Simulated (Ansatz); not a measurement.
**C2H4BrClSi: density, localisation and related maps**

The calculation's input:

```
crystal:
  periodic: [false, false, false]
  atoms:
    - {symbol: C, position_ang: [-1.391655, -0.751319, -0.197571]}
    - {symbol: C, position_ang: [-0.613618, 0.143249, 0.405514]}
    - {symbol: Si, position_ang: [1.133153, 0.376091, -0.122681]}
    - {symbol: Cl, position_ang: [1.449962, 2.307820, -0.722898]}
    - {symbol: Br, position_ang: [2.505274, -0.059597, 1.560011]}
    - {symbol: H, position_ang: [-1.028598, -1.367339, -1.015820]}
    - {symbol: H, position_ang: [-2.424789, -0.909870, 0.097355]}
    - {symbol: H, position_ang: [-1.012428, 0.740427, 1.222091]}
    - {symbol: H, position_ang: [1.471098, -0.525862, -1.243001]}
basis:
  gaussian: {orbitals: def2-TZVPP}
hamiltonian: {xc: pbe0, dispersion: d4}
output: {orbitals: {seedname: orbitals}}
```

Command:

```sh
ansatz run in.yaml --threads 4 --pin off --events-out ev --progress --plain --max-ram 10444MiB
```

Geometry: PBE0-D4/def2-TZVP.

Level of theory: RKS PBE0-D4/def2-TZVPP (Ansatz).

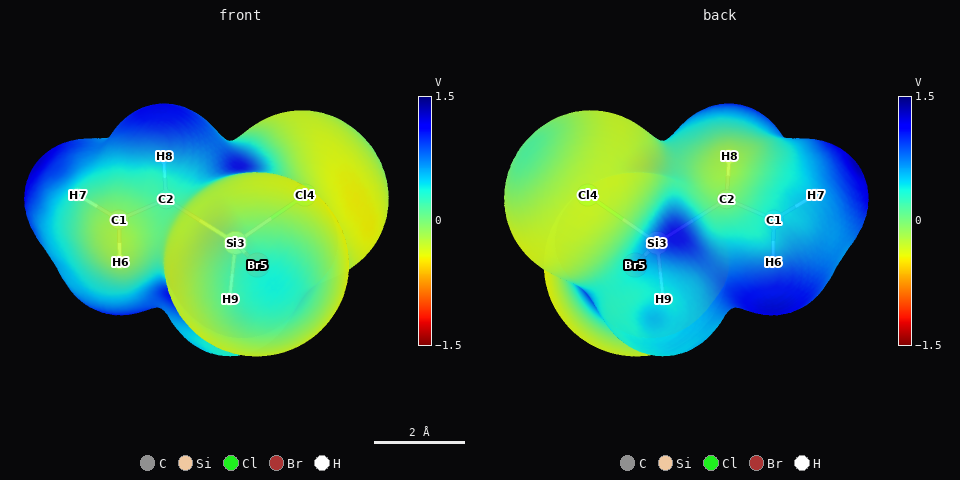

Figure 1. The molecular electrostatic potential painted on the density surface at 0.002 e/bohr³, seen from the front and from behind; the colour scale runs from red (negative) to blue (positive).

> Describe the electrostatic potential map.

The most negative region (about −0.5 V) lies over Cl4 and Br5, the most positive (about +1.3 V) over H6 and H7. Cl4 shows a σ-hole: about +0.2 V at the tip opposite its bond, against about −0.3 V on its flanks. Br5 shows a σ-hole: about +0.4 V at the tip opposite its bond, against about −0.3 V on its flanks.

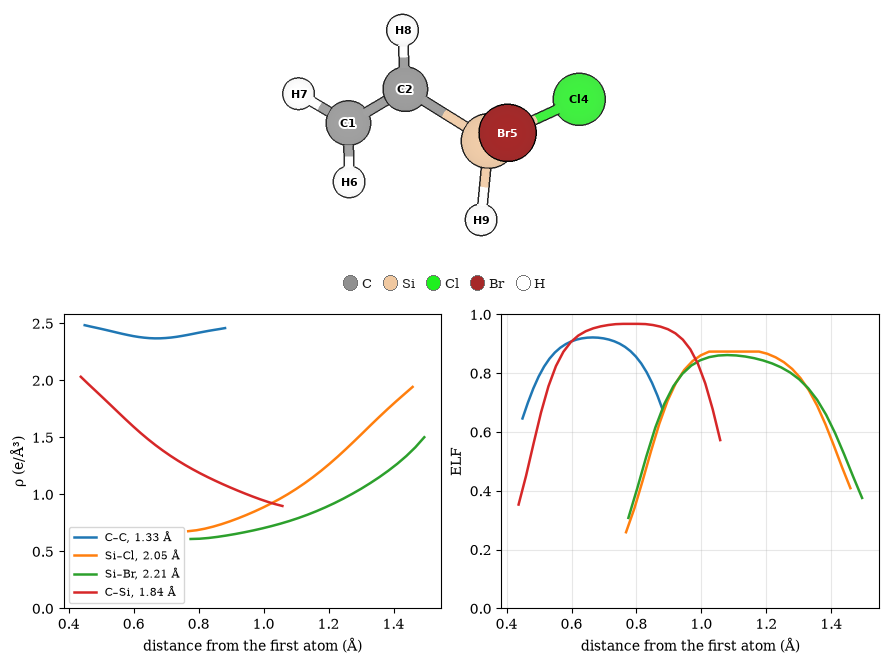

Figure 2. Total electron density and ELF along straight lines between neighbouring atoms. The curves leave out the atomic cores. The structure is drawn too.

> Compare the contacts.

C–C (1.33 Å): the density is about 2.4 e/Å³ at the midpoint; the ELF peaks at about 0.90 between the atoms (a multiple bond).
Si–Cl (2.05 Å): the density is about 0.92 e/Å³ at the midpoint; the ELF peaks at about 0.85 between the atoms: a shared but strongly polarised pair.
Si–Br (2.21 Å): the density is about 0.79 e/Å³ at the midpoint; the ELF peaks at about 0.85 between the atoms; a shared but strongly polarised pair.
C–Si (1.84 Å): ρ at the midpoint is about 1 e/Å³; the ELF peaks at about 0.95 between the atoms (a covalent bond).

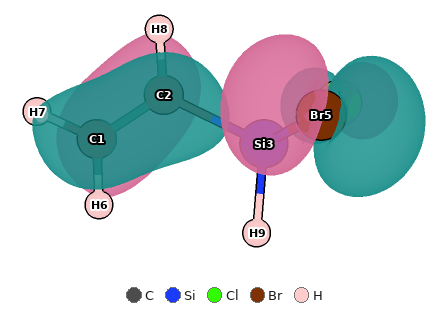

Figure 3. The HOMO at ±0.1 Å⁻³ᐟ² (teal and pink are the two phases), seen across its widest extent.

> Describe this orbital and give its energy.

Its weight (Hirshfeld) is mainly on Br5 (about 45 %), C1 (about 20 %) and C2 (about 20 %). Its energy is −8.36 eV.
